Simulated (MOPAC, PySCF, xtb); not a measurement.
Potential energy curve for F2 (anion, charge -1), doublet.

Levels: UMP2 = PySCF with MP2 on UHF/aug-cc-pVDZ, 2 core orbitals frozen; UCCSD = CCSD on UHF/aug-cc-pVDZ, 2 core orbitals frozen (PySCF); PM3, unrestricted, heats of formation (MOPAC); GFN1-xTB (xtb).

Energies are in mEh, each relative to the lowest point of its own curve near equilibrium.

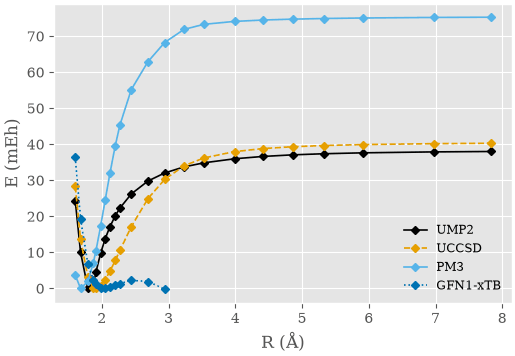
Figure. Energy against bond length for each method.

```json
[
 {"R / Å": "1.60", "UMP2": "24.4", "UCCSD": "28.3", "PM3": "3.7", "GFN1-xTB": "36.4"},
 {"R / Å": "1.68", "UMP2": "10.0", "UCCSD": "13.6", "PM3": "0.0", "GFN1-xTB": "19.3"},
 {"R / Å": "1.79", "UMP2": "0.0", "UCCSD": "3.0", "PM3": "1.9", "GFN1-xTB": "6.7"},
 {"R / Å": "1.87", "UMP2": "0.8", "UCCSD": "0.2", "PM3": "7.0", "GFN1-xTB": "2.4"},
 {"R / Å": "1.91", "UMP2": "4.5", "UCCSD": "0.0", "PM3": "10.4", "GFN1-xTB": "1.3"},
 {"R / Å": "1.98", "UMP2": "9.7", "UCCSD": "0.7", "PM3": "17.2", "GFN1-xTB": "0.2"},
 {"R / Å": "2.05", "UMP2": "13.8", "UCCSD": "2.4", "PM3": "24.6", "GFN1-xTB": "0.0"},
 {"R / Å": "2.12", "UMP2": "17.1", "UCCSD": "4.7", "PM3": "31.9", "GFN1-xTB": "0.3"},
 {"R / Å": "2.20", "UMP2": "20.1", "UCCSD": "7.8", "PM3": "39.6", "GFN1-xTB": "0.8"},
 {"R / Å": "2.27", "UMP2": "22.3", "UCCSD": "10.6", "PM3": "45.4", "GFN1-xTB": "1.3"},
 {"R / Å": "2.44", "UMP2": "26.2", "UCCSD": "17.1", "PM3": "55.2", "GFN1-xTB": "2.2"},
 {"R / Å": "2.69", "UMP2": "29.8", "UCCSD": "24.9", "PM3": "62.9", "GFN1-xTB": "1.9"},
 {"R / Å": "2.94", "UMP2": "32.0", "UCCSD": "30.2", "PM3": "68.2", "GFN1-xTB": "-0.2"},
 {"R / Å": "3.23", "UMP2": "33.7", "UCCSD": "34.0", "PM3": "71.9", "GFN1-xTB": "—"},
 {"R / Å": "3.53", "UMP2": "34.9", "UCCSD": "36.2", "PM3": "73.3", "GFN1-xTB": "—"},
 {"R / Å": "3.99", "UMP2": "36.0", "UCCSD": "38.0", "PM3": "74.1", "GFN1-xTB": "—"},
 {"R / Å": "4.41", "UMP2": "36.6", "UCCSD": "38.8", "PM3": "74.5", "GFN1-xTB": "—"},
 {"R / Å": "4.86", "UMP2": "37.1", "UCCSD": "39.3", "PM3": "74.7", "GFN1-xTB": "—"},
 {"R / Å": "5.33", "UMP2": "37.4", "UCCSD": "39.7", "PM3": "74.9", "GFN1-xTB": "—"},
 {"R / Å": "5.92", "UMP2": "37.6", "UCCSD": "39.9", "PM3": "75.0", "GFN1-xTB": "—"},
 {"R / Å": "6.97", "UMP2": "37.9", "UCCSD": "40.2", "PM3": "75.2", "GFN1-xTB": "—"},
 {"R / Å": "7.83", "UMP2": "38.0", "UCCSD": "40.3", "PM3": "75.3", "GFN1-xTB": "—"}
]
```

At the longest distance, 7.83 Å, PM3 lies highest above its minimum (75.3 mEh) and UMP2 lowest (38.0 mEh).

Dashes: no converged value, or the column stops at the first point that the program doubted or that broke a chosen test of continuity, which isn't proof of a fault.

Where the anion isn't bound against loss of the electron, the finite basis alone holds it.
